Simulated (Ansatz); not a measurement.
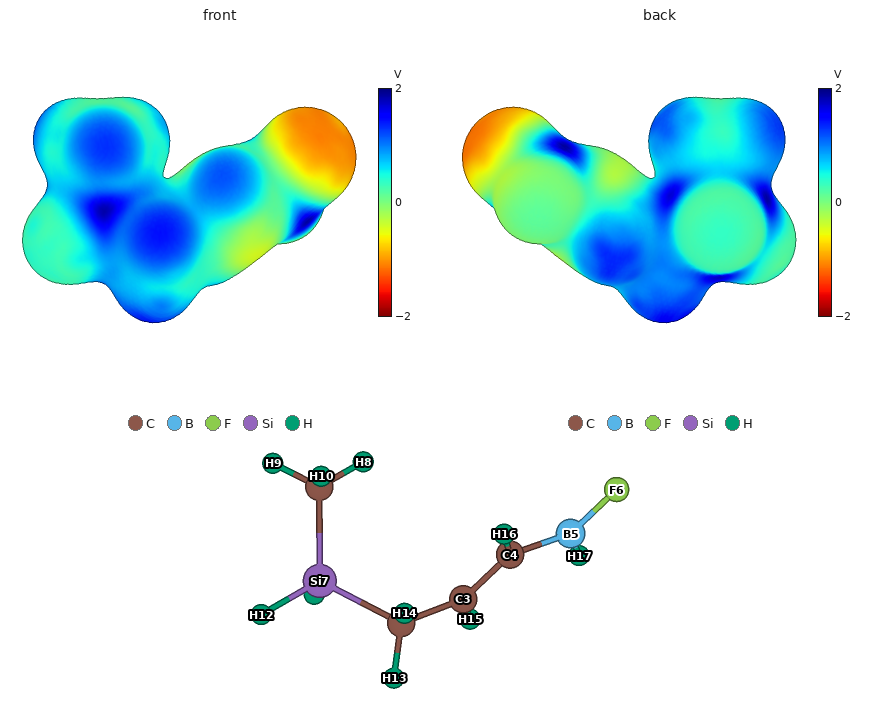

*C4H10BFSi (SMILES C[SiH2]C/C=C/BF). The molecular electrostatic potential painted on the density surface at 0.004 e/bohr³, seen from the front and from behind; the colour scale runs from red (negative) to blue (positive). The bare structure is drawn below in the same view.*

Geometry: B3LYP/def2-SVP.

Theory: isolated molecule in a Gaussian basis; Kohn-Sham density functional theory, functional PBE0 (Ansatz).

The calculation's input:

```
crystal:
  periodic: [false, false, false]
  atoms:
    - symbol: C
      position_ang: [-3.283940, -2.390093, 0.886778]
    - symbol: C
      position_ang: [-0.985418, -0.535239, 1.969592]
    - symbol: C
      position_ang: [0.056183, -1.001690, 1.013891]
    - symbol: C
      position_ang: [0.134667, -0.719723, -0.308335]
    - symbol: B
      position_ang: [1.255673, -1.315425, -1.173014]
    - symbol: F
      position_ang: [1.331345, -1.037663, -2.474912]
    - symbol: Si
      position_ang: [-2.270505, -1.894064, 2.394635]
    - symbol: H
      position_ang: [-2.633540, -2.761183, 0.078817]
    - symbol: H
      position_ang: [-3.998086, -3.188741, 1.144614]
    - symbol: H
      position_ang: [-3.859342, -1.534833, 0.496686]
    - symbol: H
      position_ang: [-1.542197, -3.076961, 2.945540]
    - symbol: H
      position_ang: [-3.158146, -1.350248, 3.467149]
    - symbol: H
      position_ang: [-0.530173, -0.242038, 2.932435]
    - symbol: H
      position_ang: [-1.535301, 0.336459, 1.575567]
    - symbol: H
      position_ang: [0.816589, -1.674517, 1.435752]
    - symbol: H
      position_ang: [-0.617424, -0.048572, -0.746111]
    - symbol: H
      position_ang: [2.107180, -2.048896, -0.718752]
basis:
  gaussian:
    orbitals: def2-SVPD
output: {forces: true, orbitals: {seedname: orbitals}}
hamiltonian:
  xc: pbe0
```

Launched as:

```sh
ansatz run input.yaml --threads 4 --pin off --max-ram 7830MiB --events-out events.jsonl --progress --plain --runs-dir runs
```

Question: Which sites attract a positive test charge, and which a negative one?

Answer: A positive charge is drawn to the negative regions and a negative charge to the positive ones. The most negative region (about −1.1 V) lies over F6, the most positive (about +1.8 V) over B5 and Si7.
